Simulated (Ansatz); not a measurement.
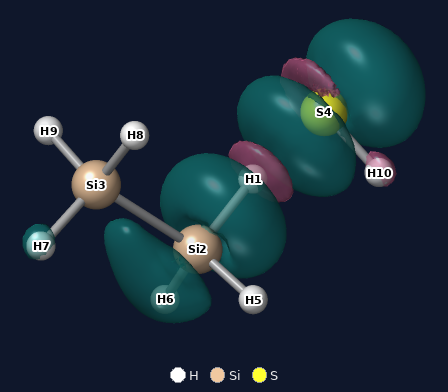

H₆Si₂···HS (doublet). Isosurfaces of the spin density at +0.015 (teal) and −0.015 e/Å³ (pink), seen at a tilt.

A transition-state structure; geometry: PBE0-D4/def2-TZVP.

Theory: UKS PBE0-D4/def2-TZVPP in Ansatz.

```xyz
10

H    -0.8678   -0.6646   -0.8987
Si    0.0459    0.6163   -0.5684
Si    1.2004    0.1416    1.4054
S    -2.0238   -1.8935   -1.3533
H    -0.8802    1.7716   -0.4353
H     0.9427    0.8263   -1.7352
H     2.1031    1.2692    1.7613
H     0.2250   -0.0710    2.5052
H     2.0100   -1.0898    1.2149
H    -2.7554   -0.9060   -1.8959
```

> Which atoms carry the spin?

The unpaired spin (1 electron) lies mostly on S4 (about 0.6) and Si2 (about 0.3), in electrons by Hirshfeld's partition.
